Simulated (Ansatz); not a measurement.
Effect of In on a Sb site (antisite), symmetric start on InSb

The reference is a 16-atom supercell of InSb in the zinc blende structure (space group F-43m, No. 216; a = 6.520 Å) at its relaxed geometry.

Now apply this change: one Sb atom is replaced by In, atoms relaxed at fixed cell.

All numbers come from PBEsol (Ansatz, an electronic-structure program, PAW, no spin-orbit coupling), earlier PAW set. Γ-centred 5×5×5 mesh, Fermi–Dirac width 0.05 eV.

```yaml
pressure: 0.1 GPa (base 0.0 GPa)
energy_gained_by_relaxation: 0.01 eV
largest_displacement_of_a_host_atom_from_its_site_in_the_perfect_cell: 0.02 Å
mean_distance_from_the_defect_site_to_its_nearest_host_atoms: 2.80 Å (base 2.82 Å)
```

Final structure:

```yaml
crystal:
  lattice:
    - [0.00000, 6.51978, 6.51978]
    - [6.51978, 0.00000, 6.51978]
    - [6.51978, 6.51978, 0.00000]
  atoms:
    - { symbol: In, position: [0.37500, 0.37500, 0.37500] }
    - { symbol: Sb, position: [0.37563, 0.37563, 0.87437] }
    - { symbol: Sb, position: [0.37563, 0.87437, 0.37563] }
    - { symbol: Sb, position: [0.37563, 0.87437, 0.87437] }
    - { symbol: Sb, position: [0.87437, 0.37563, 0.37563] }
    - { symbol: Sb, position: [0.87437, 0.37563, 0.87437] }
    - { symbol: Sb, position: [0.87437, 0.87437, 0.37563] }
    - { symbol: Sb, position: [0.87500, 0.87500, 0.87500] }
    - { symbol: In, position: [0.00025, 0.00025, 0.00025] }
    - { symbol: In, position: [0.00025, 0.00025, 0.49925] }
    - { symbol: In, position: [0.00025, 0.49925, 0.00025] }
    - { symbol: In, position: [0.00317, 0.49894, 0.49894] }
    - { symbol: In, position: [0.49925, 0.00025, 0.00025] }
    - { symbol: In, position: [0.49894, 0.00317, 0.49894] }
    - { symbol: In, position: [0.49894, 0.49894, 0.00317] }
    - { symbol: In, position: [0.49894, 0.49894, 0.49894] }
```

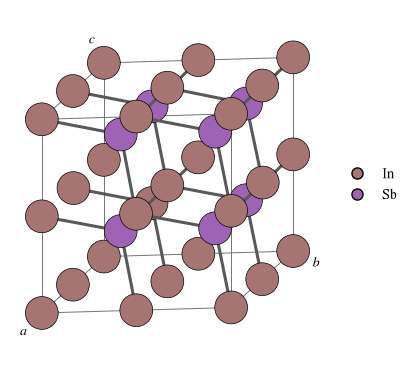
*The relaxed cell after the change*

The cell is small, so the values are those of an ordered compound at a high defect concentration; dilute-limit values will differ. The defect started on the symmetric site and kept its symmetry, so it may sit on a saddle. The final runs are not spin-polarised. The defect cell is not spin-polarised.
